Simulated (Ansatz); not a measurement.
## InGe2 (built on the sites of a database entry of ScSi2): following an unstable mode

Aim: this structure of InGe2 (built on the sites of a database entry of ScSi2) is to be tested for unstable modes, and one is followed downhill.

Program: Ansatz 0.2.0. Level of theory: DFT PBE, scalar-relativistic, plane waves, norm-conserving pseudopotentials. Results are calculated unless marked as measured.

The structure was built from a prototype and need not be the compound's stable phase.

## (1) The starting structure

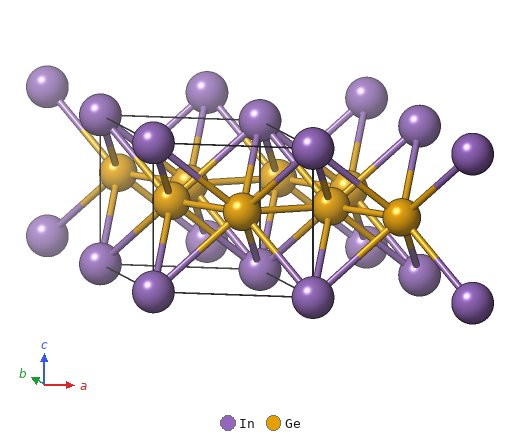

The starting structure, seen slightly off an axis (indium purple, germanium orange). 2×2×1 cells are drawn. Some periodic images of atoms are drawn too.

Coordinates:

```cif
data_structure
_symmetry_space_group_name_H-M 'P6/mmm'
_symmetry_Int_Tables_number 191
_cell_length_a 4.4813
_cell_length_b 4.4813
_cell_length_c 4.1790
_cell_angle_alpha 90.000
_cell_angle_beta 90.000
_cell_angle_gamma 120.000
_cell_volume 72.68
loop_
_atom_site_label
_atom_site_type_symbol
_atom_site_symmetry_multiplicity
_atom_site_Wyckoff_symbol
_atom_site_fract_x
_atom_site_fract_y
_atom_site_fract_z
_atom_site_occupancy
In1 In 1 a 0.00000 0.00000 0.00000 1
Ge1 Ge 2 d 0.33333 0.66667 0.50000 1
```

## (2) Response at finite wavevector

The cell comes from relaxations at this level that are not shown. The mesh has a single point along some directions, so zone-edge points there are not solved. Linear response on a 1×1×2 q mesh gives force constants as far as a supercell of that size would.

The input, input.yaml:

```yaml
crystal:
  lattice:
    - [4.4813099044, 3.7191e-06, 0.0]
    - [-2.240658173, 3.8809263599, 0.0]
    - [0.0, 0.0, 4.1789659809]
  atoms:
    - { symbol: In, position: [0.0, 0.0, 0.0] }
    - { symbol: Ge, position: [0.3333333333, 0.6666666667, 0.5] }
    - { symbol: Ge, position: [0.6666666667, 0.3333333333, 0.5] }
kpoints:
  mp_grid: { grid: [12, 12, 12] }
hamiltonian:
  xc: pbe
  pseudopotentials: { kind: nc }
scf:
  occupations: { method: methfessel_paxton, width: 0.2 }
output:
  eigenvalues: true
phonons:
  method: dfpt
  qmesh: [1, 1, 2]
  temperatures: { t_max: 1000, t_step: 50 }
  qpath:
    path:
      - [[0.0, 0.0, 0.0], [0.5, 0.0, 0.0], [0.33333333, 0.33333333, 0.0], [0.0, 0.0, 0.0], [0.0, 0.0, 0.5], [0.5, 0.0, 0.5], [0.33333333, 0.33333333, 0.5], [0.0, 0.0, 0.5]]
      - [[0.5, 0.0, 0.5], [0.5, 0.0, 0.0]]
      - [[0.33333333, 0.33333333, 0.5], [0.33333333, 0.33333333, 0.0]]
    npoints: 10
```

Command:

```bash
$ ansatz run input.yaml --threads 8 --pin off --max-ram 14336MiB --backend cpu --events-out ev --progress --plain --runs-dir out
```

Numbers of over 12 decimals in the logs are rounded to 6 here.

Log:

```text
Engine: ansatz 0.2.0, aarch64-unknown-linux-gnu
Pseudopotentials: kind: nc
Pseudopotential: In, nc, valence charge 13, recommended cutoff 952.398519 eV (normal), In.nc.azcp
Pseudopotential: Ge, nc, valence charge 14, recommended cutoff 1061.244064 eV (normal), Ge.nc.azcp
Functional definition: PBE
  parameter kappa = 0.804
  parameter beta = 0.066725
  exchange = pbe_x(kappa = kappa, mu = beta*pi^2/3)
  correlation = pbe_c(beta = beta)
Crystal: 3 atoms, lattice volume = 72.679 Å³
Basis set: ecut = 1061.244064 eV, 5705 PW (Γ), exchange–correlation on 96×96×90 points (8 copies of the dense FFT grid, shifted against one another)
Bands: 25, of which v1, the nominal top of the filled ones, is band 21 counted from 1 (20 counted from 0)
Symmetry: 24 space group operations
k-points: 133 of 1728
Non-local potential: In, projectors of the file, l = 0: 2, l = 1: 2, l = 2: 2, l = 3: 1
Non-local potential: Ge, projectors of the file, l = 0: 2, l = 1: 2, l = 2: 2
Initial density: superposition of atomic densities (chi_scale 0.1, normalization cell, long waves kept (reshape's long-wave potential 0.00 eV rms))
Initial wavefunctions: pseudopotential atomic-orbital guess
Functional: x = pbe(κ = 0.804, μ = 0.219515), c = pbe(β = 0.066725)
SCF iter   1: F=—  HF=-6668.067541 eV  |F-HF|=—  |Δ(HF+E_count)|=         —  Δρ=1.90e-2  dr2=2.16e-1  ethr=3.10e-3  ⟨swp⟩=5.7  Hψ=13586  notcnv=0
preconditioner: auto → Kerker (q_TF=auto, 2.480 Å⁻¹)  [metal: Δε(μ)=0.018 eV  Ē_g=19.428 eV  σ=0.200 eV  W_gap=0.08  n_scr=20 (ndim 8)  ℏωp=27.9 eV  f_vac=0.000  D(μ)=1.29/eV (n_scr^D=8)]
SCF iter   2: F=—  HF=-6668.016706 eV  |F-HF|=—  |Δ(HF+E_count)|=   5.08e-2  S|Δr|=    0.00e0  Δρ=1.12e-2  dr2=8.25e-2  ethr=5.27e-4  ⟨swp⟩=1.0  Hψ=4389  notcnv=0
SCF iter   3: F=—  HF=-6667.993963 eV  |F-HF|=—  |Δ(HF+E_count)|=   2.27e-2  S|Δr|=    0.00e0  Δρ=2.66e-3  dr2=3.14e-3  ethr=2.01e-4  ⟨swp⟩=2.6  Hψ=5737  notcnv=0
SCF iter   4: F=—  HF=-6667.993508 eV  |F-HF|=—  |Δ(HF+E_count)|=   4.55e-4  S|Δr|=    0.00e0  Δρ=1.17e-3  dr2=4.43e-4  ethr=7.66e-6  ⟨swp⟩=2.0  Hψ=6056  notcnv=0
SCF iter   5: F=—  HF=-6667.993360 eV  |F-HF|=—  |Δ(HF+E_count)|=   1.48e-4  S|Δr|=    0.00e0  Δρ=2.17e-4  dr2=2.78e-5  ethr=1.08e-6  ⟨swp⟩=2.1  Hψ=6042  notcnv=0
SCF iter   6: F=—  HF=-6667.993358 eV  |F-HF|=—  |Δ(HF+E_count)|=   2.36e-6  S|Δr|=    0.00e0  Δρ=3.98e-5  dr2=2.00e-6  ethr=6.77e-8  ⟨swp⟩=3.3  Hψ=6682  notcnv=0
SCF iter   7: F=—  HF=-6667.993522 eV  |F-HF|=—  |Δ(HF+E_count)|=   1.64e-4  S|Δr|=    0.00e0  Δρ=1.47e-5  dr2=1.98e-7  ethr=4.88e-9  ⟨swp⟩=3.4  Hψ=6955  notcnv=0
SCF iter   8: F=—  HF=-6667.993522 eV  |F-HF|=—  |Δ(HF+E_count)|=   1.82e-8  S|Δr|=    0.00e0  Δρ=4.17e-6  dr2=1.95e-8  ethr=4.82e-10  ⟨swp⟩=2.2  Hψ=5452  notcnv=0
SCF iter   9: F=—  HF=-6667.993522 eV  |F-HF|=—  |Δ(HF+E_count)|=  4.98e-10  S|Δr|=    0.00e0  Δρ=1.18e-6  dr2=9.06e-10  ethr=4.76e-11  ⟨swp⟩=2.6  Hψ=5460  notcnv=0
SCF iter  10: F=—  HF=-6667.993522 eV  |F-HF|=—  |Δ(HF+E_count)|=  1.45e-10  S|Δr|=    0.00e0  Δρ=2.25e-7  dr2=4.32e-11  ethr=2.21e-12  ⟨swp⟩=3.0  Hψ=7299  notcnv=0
SCF iter  11: F=-6667.993522 eV  HF=-6667.993522 eV  |F-HF|=5.46e-12  |Δ(HF+E_count)|=  2.73e-11  S|Δr|=    0.00e0  Δρ=8.50e-8  dr2=3.80e-12  ethr=1.00e-12  ⟨swp⟩=11.6  Hψ=23009  notcnv=0
SCF 1 converged in 11 iterations: F = -6667.993522 eV  dr2 = 3.80e-12
phonons: the bands overlap, so this run is a metal and interpolates without the dipole-dipole term. If the crystal is really an insulator or semiconductor, its LO-TO splitting is missing
NSCF: frozen V_eff on 133 k-points
WARN: eigensolver did not converge in 24 slots of this pass, the one above among them; of largest residual over every band (k=21): 1 band(s) unlocked (lowest unlocked band 24, counted from 0; max residual 1.03e-3 eV among the unlocked bands, 1.03e-3 eV over every band); of lowest unlocked band (k=15): band 24
NSCF: frozen V_eff on 518 k-points
DFPT response loops at q = (0, 0, 0) (fractional): preconditioner auto → Kerker (q_TF=auto, 2.480 Å⁻¹) (partly filled bands, converged f_vac=0.000); β = 1.00, the filter's whole step (`scf.mixing.beta` (0.50) is not read by the response loops under this deck's `scf.mixing.preconditioner`; to damp them name `kerker` or `kerker_dos`, under which they read `scf.mixing.beta`, and type it under 1.00, their step now; both keys bind the ground state too); Broyden in place of MSR1
NSCF: frozen V_eff on 1036 k-points
DFPT response loops at q = (0, 0, -0.5) (fractional): mixed as the last ones told, above
SCF converged after 11 iterations
Stability not checked: this state was not tested for a lower state beside it, because cold or Methfessel-Paxton smearing, or corrected tetrahedra, fill the levels in a way that the test cannot read (fill_not_monotonic; see scf.lower_state_search)
Free energy (F): -6667.993522 eV
Harris-Foulkes:  -6667.993522 eV  (|F-HF|=5.46e-12)
Internal energy: -6667.993154 eV  (E = F + TS)
E sigma→0 (E₀):  -6667.993430 eV
Entropy (-TS):   -0.000368 eV (-0.123 meV/atom)
Fermi energy:    9.671791 eV
--- Per-component energies (eV) ---
  E_band       = -295.663782
  E_kinetic    = 4784.537454
  E_local      = -5354.302371  (includes V_loc(G=0)·N_el)
  E_nonlocal   = -2285.760246
  E_hartree    = 1832.236123
  E_xc         = -1731.101313
  E_vxc        = -1104.610860  (∫ρ·V_xc dr)
  E_ewald      = -3913.602801
  E_smearing   = -0.000368  (= −TS)
  E_closure    = 0.000000  (closes the sum)
  Σ components = -6667.993522   (vs F -6667.993522, Δ=0.00e0)
--- Band table (eV; the first three rows and the last of 133) ---
  k-point 0: bands = [... 17 lower, 6.8160, 7.6038, 7.7911, 7.7911, 9.9846, 9.9846, 13.5931, 14.4166]
  k-point 1: bands = [... 17 lower, 6.1673, 7.8068, 7.8068, 8.2798, 10.0518, 10.0518, 13.7801, 14.2142]
  k-point 2: bands = [... 17 lower, 6.2378, 7.8508, 7.8508, 9.1610, 10.2519, 10.2519, 13.7261, 14.2970]
  k-point 132: bands = [... 17 lower, 4.9284, 5.6828, 7.0028, 7.0028, 12.8486, 12.8486, 13.1185, 15.8740]
--- Phonons (Γ-DFPT): 4 representative perturbations + reference (Σ response iterations 12) ---
  ASR residual: 4.154e-4 → 0.000e0 eV/Å²; symmetrization residual: 2.833e-5 eV/Å²
  ASR residual per site (eV/Å²): 4.15e-4 3.50e-5 3.50e-5
  Γ frequencies (cm⁻¹): -49.65 0.00 0.00 0.00 50.16 50.16 93.97 204.36 204.36
--- Phonons (arbitrary-q DFPT): 2 irreducible q on the 1×1×2 mesh ---
  q = [0.0000, 0.0000, 0.0000] (star 1, of the zone-centre solve; hermiticity 9.90e-6, symmetrization 3.84e-7): -49.65 -0.00 0.00 0.00 50.16 50.16 93.97 204.36 204.36
  q = [0.0000, 0.0000, -0.5000] (star 1, 4 solved perturbations in 1302 linear systems a pass and spin channel, the states on 518 of 1728 k-point pairs; hermiticity 3.44e-7, symmetrization 1.72e-7, the responses' own estimated error 2.4e-4 eV/Å²): -62.12 44.76 44.76 46.66 46.66 67.62 77.67 196.03 196.03
  sum rule: each row above includes the acoustic sum rule's correction from the zone centre's row sums; it moved no ω² by more than (0.99 cm⁻¹)²
  mesh force constants: q→R imaginary residual 0.00e0; ASR residual 4.154e-4 → 0.000e0 eV/Å²; symmetrization residual 7.105e-15 eV/Å²
  interpolated dispersion: 93 rows × 9 modes
  density of states and harmonic sums: on the 16×16×16 q-mesh, interpolated from the force constants of a 1×1×2 supercell (no non-analytic term)
  largest difference from the sums on the solved wave vectors: F 3.24e-1 eV, S 4.57e-4 and C_V 1.33e-4 eV/K
  zero-point energy: 0.046819 eV/cell   skipped modes (ω ≤ 0): 258, of them read as no rigid motion or as one in doubt: 255 (9.575e-1 modes/cell left out, lowest -62.12 cm⁻¹)   left out of the sums: 1.06e-1 of the cell's modes: C_V's classical limit lies that fraction below 3 k_B per atom; for a crystal, a wire or a layer, F and S can be off by more, and a phonons.interpolated_qmesh denser along its periods is the remedy for the sampling
```

Elapsed: 3.4 min, on 8 threads of Arm Neoverse V2, shared host; peak memory 6.5 GiB; 27 min of CPU time.

This step gave:

```yaml
volume_per_atom: 24.23 Å³
gap_on_the_k_mesh: 0 eV
sum_rule_residual_before_enforcement: 4.15e-4 eV/Å²
point_group: 6/mmm
highest_optical_mode_at_the_zone_centre_no_lo_to_term: 204.4 cm⁻¹
lowest_optical_zone_centre_mode: -49.65 cm⁻¹
lowest_mode_on_the_q_mesh_acoustic_modes_at_gamma_apart: -62.12 cm⁻¹
highest_frequency_at_a_solved_wavevector_no_lo_to_term_at_gamma: 204.4 cm⁻¹
```

Frequencies (cm⁻¹) solved at each irreducible wavevector; negative means imaginary. Frequencies by wavevector, by row:

```tsv
q in reciprocal lattice units	star	mode 1	mode 2	mode 3	mode 4	mode 5	mode 6	mode 7	mode 8	mode 9
0 0 0	1	-49.6	0	0	0	50.2	50.2	94	204.4	204.4
0 0 -0.5	1	-62.1	44.8	44.8	46.7	46.7	67.6	77.7	196	196
```

Symmetry leaves 2 wavevectors to solve. The lowest mode among them, the acoustic zeros apart, lies at q = (0, 0, -0.5) and is imaginary, 62.1i cm⁻¹, so the energy falls along it.

## (3) The mode frozen in, largest atomic shift 0 Å

The mode followed lies at Γ with frequency 49.7i cm⁻¹, one of the unstable modes though not the softest. At small amplitude the distorted cell has space group no. 164 by a symmetry search on the positions. The undistorted cell that holds it gives the zero of energy on the same k mesh.

input.yaml, the sections that differ from step 2:

```yaml
output:
  forces: true
  stress: true
  eigenvalues: true
# crystal, kpoints, hamiltonian, scf: as in step 2
# phonons: removed
```

Log:

```text
[...]
Crystal: 3 atoms, lattice volume = 72.679 Å³
Basis set: ecut = 1061.244064 eV, 5705 PW (Γ), exchange–correlation on 96×96×90 points (8 copies of the dense FFT grid, shifted against one another)
Bands: 25, of which v1, the nominal top of the filled ones, is band 21 counted from 1 (20 counted from 0)
Symmetry: 24 space group operations
[...]
k-points: 133 of 1728
[...]
--- Band table (eV; the first three rows and the last of 133) ---
  k-point 0: bands = [... 17 lower, 6.8160, 7.6038, 7.7910, 7.7910, 9.9845, 9.9845, 13.5931, 14.4167]
  k-point 1: bands = [... 17 lower, 6.1672, 7.8068, 7.8068, 8.2798, 10.0518, 10.0518, 13.7801, 14.2142]
  k-point 2: bands = [... 17 lower, 6.2378, 7.8508, 7.8508, 9.1610, 10.2519, 10.2519, 13.7261, 14.2970]
  k-point 132: bands = [... 17 lower, 4.9284, 5.6827, 7.0028, 7.0028, 12.8486, 12.8486, 13.1184, 15.8740]
[key lines of the parts left out:]
SCF converged after 8 iterations
Free energy (F): -6667.993522 eV
Fermi energy:    9.671784 eV
P = ⅓ Tr σ = -0.0019 GPa (-0.019 kbar)
```

The job ended after 4.3 s (8 threads; peak memory 0.97 GiB; 33 s of CPU time).

This step gave:

* pressure: -0.001901 GPa
* energy from the undistorted cell: 0 meV/atom

The run ends at a pressure of 0.00 GPa.

## (4) The mode frozen in, largest atomic shift 0.22 Å

The atoms are moved along the unstable eigenvector, the largest shift by 0.22 Å, with the cell fixed.

input.yaml, the sections that differ from step 3:

```yaml
crystal:
  lattice:
    - [4.4813099044, 3.7191e-06, 0.0]
    - [-2.240658173, 3.8809263599, 0.0]
    - [0.0, 0.0, 4.1789659809]
  atoms:
    - { symbol: In, position: [0.0, 0.0, 0.0] }
    - { symbol: Ge, position: [0.3333333333, 0.6666666667, 0.4473553982] }
    - { symbol: Ge, position: [0.6666666667, 0.3333333333, 0.5526446018] }
# kpoints, hamiltonian, scf, output: as in step 3
```

Log:

```text
[...]
Crystal: 3 atoms, lattice volume = 72.679 Å³
Basis set: ecut = 1061.244064 eV, 5705 PW (Γ), exchange–correlation on 96×96×90 points (8 copies of the dense FFT grid, shifted against one another)
Bands: 25, of which v1, the nominal top of the filled ones, is band 21 counted from 1 (20 counted from 0)
Symmetry: 12 space group operations
[...]
k-points: 193 of 1728
[...]
--- Band table (eV; the first three rows and the last of 193) ---
  k-point 0: bands = [... 17 lower, 6.7892, 7.9465, 7.9465, 8.2183, 9.9565, 9.9565, 12.7535, 15.3834]
  k-point 1: bands = [... 17 lower, 6.6217, 7.9632, 7.9632, 8.6339, 10.0239, 10.0239, 12.8195, 15.2713]
  k-point 2: bands = [... 17 lower, 6.5409, 8.0101, 8.0101, 9.3729, 10.2244, 10.2244, 12.8775, 15.1781]
  k-point 192: bands = [... 17 lower, 5.0696, 5.5852, 6.8213, 6.8213, 13.0313, 13.0313, 13.2569, 15.8062]
[key lines of the parts left out:]
SCF converged after 8 iterations
Free energy (F): -6668.011733 eV
Fermi energy:    9.655415 eV
P = ⅓ Tr σ = -0.5342 GPa (-5.342 kbar)
```

It took 6.2 s on 8 threads; peak memory 1.2 GiB.

This step gave:

```yaml
pressure: -0.5342 GPa
energy_from_the_undistorted_cell: -6.08 meV/atom
```

The energy, extrapolated to zero smearing, is -6.08 meV/atom against the undistorted cell.

The run ends at a pressure of -0.53 GPa, with forces up to 0.034 eV/Å.

## (5) Energy along the mode, all amplitudes (two of the runs are shown above)

An imaginary frequency means negative curvature, so the energy should fall and then rise again as anharmonic terms take over.

Numbers from this step:

| Property | Result |
| --- | --- |
| depth at the lowest point sampled | 6.08 meV/atom |
| largest atomic shift at that point | 0.22 Å |

Energy from the parent against largest atomic shift:

```tsv
largest atomic shift (Å)	energy from the parent (meV/atom)
0.000	0
0.040	-0.364
0.080	-1.36
0.140	-3.42
0.220	-6.08
0.320	-4.90
0.450	3.26
0.600	24.4
```

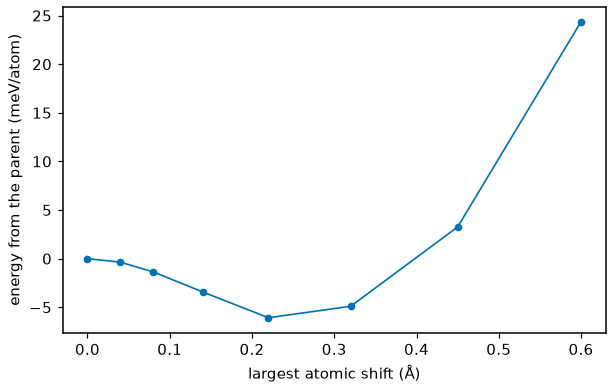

Energy from the parent, plotted against largest atomic shift.

Displacement at unit largest shift by atom:

```tsv
atom	x (Å)	y (Å)	z (Å)	size
In1	0.00	0.00	0.00	0.00
Ge2	0.00	0.00	-1.00	1.00
Ge3	0.00	0.00	1.00	1.00
```

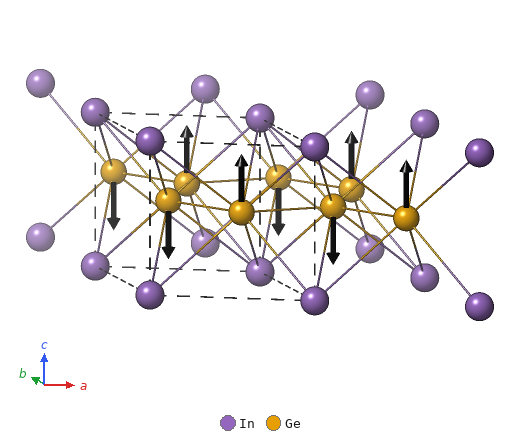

Displacement at unit largest shift as arrows, the longest 1 Å. 2×2×1 cells are drawn. Some periodic images of atoms are drawn too.

The lowest of the steps tried is at 0.22 Å, 6.08 meV/atom below the parent; the bottom of the well need not coincide with a step.

(Continued in part 2 of 3.)

[Logs are printed without paths, hosts, clocks, repeated set-up lines and the standing remarks that a program may print on its own settings, such as how far it seeks lower states.]

[Hosts, paths, dates, database ids (printed as entryN), source tags and the programs' standing remarks are cut or masked in the printed files.]
